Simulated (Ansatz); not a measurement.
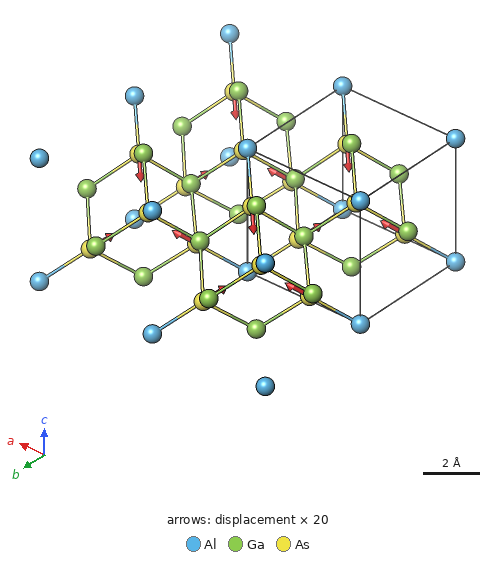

This is a relaxation of a crystal of AlGa$_{3}$As$_{4}$ (a generated structure, set up in P-43m) (coarse preliminary run). The starting structure is drawn; red arrows show the displacements (the part carried along by the change of the cell is left out), 20 times their true length.

Style: ball-and-stick. Shown: the cell of the calculation, repeated 2 × 2 × 1 with one cell outlined, from a free direction.

The calculation used DFT PBEsol, scalar-relativistic, plane waves, PAW (Ansatz 0.2.0).

Input file:
```yaml
crystal:
  lattice:
    - [5.3625425212, 0.0, 0.0]
    - [0.0, 5.3625425212, 0.0]
    - [0.0, 0.0, 5.3625425212]
  atoms:
    - { symbol: Al, position: [0.0, 0.0, 0.0] }
    - { symbol: Ga, position: [0.5, 0.5, 0.0] }
    - { symbol: Ga, position: [0.5, 0.0, 0.5] }
    - { symbol: Ga, position: [0.0, 0.5, 0.5] }
    - { symbol: As, position: [0.75571442, 0.75571442, 0.24428558] }
    - { symbol: As, position: [0.75571442, 0.24428558, 0.75571442] }
    - { symbol: As, position: [0.24428558, 0.75571442, 0.75571442] }
    - { symbol: As, position: [0.24428558, 0.24428558, 0.24428558] }
basis:
  ecutwfc: 420
kpoints:
  mp_grid: { grid: [4, 4, 4] }
hamiltonian:
  xc: pbesol
scf:
  occupations: { method: gaussian, width: 0.1 }
output:
  forces: true
  stress: true
  eigenvalues: true
relax:
  adjacent_minimum: "off"
  f_tol: 0.05
  max_steps: 80
  cell: { stress_tol: 0.5 }
```

Run as
```bash
ansatz run input.yaml --threads 4 --pin off --max-ram 12288MiB --backend cpu --events-out ev --progress --plain --runs-dir out
```

Atoms of which element are displaced furthest, and by how much?

Answer. Arsenic: up to 0.056 Å, against 0.000 Å for gallium.

What did the optimiser do to the structure, and how much energy did it gain?

Answer. The largest moves relative to the cell, 0.056 Å, are those of As5, As6, As7 and As8. As5 goes along [−1 −1 1]. Ga and Al stay in place. The drawn cell changes as follows: a = b = c 5.363 → 5.663 Å (+5.6 %); the volume changes by +17.8 %. Some distances before and after: Al1–As5 2.269 → 2.452 Å, Ga2–As5 2.340 → 2.452 Å. Bond angles that change, for instance: As5–Ga2–As8 111.9° → 109.5°. The space group stays P-43m (No. 215). Over 3 accepted moves (4 points after the start) the energy falls by 1.332 eV per cell of the calculation. The largest force component goes from 0.61 to 0.0027 eV/Å. The pressure goes from 16.71 to 0.01 GPa. The SCF was repeated once at an unchanged geometry on a basis and grid sized afresh for the cell, which shifted the energy by 11.4 meV per cell of the calculation at most. Cost: 12 s on 4 threads of Arm Neoverse V2, on a shared host, peak memory 0.58 GiB.
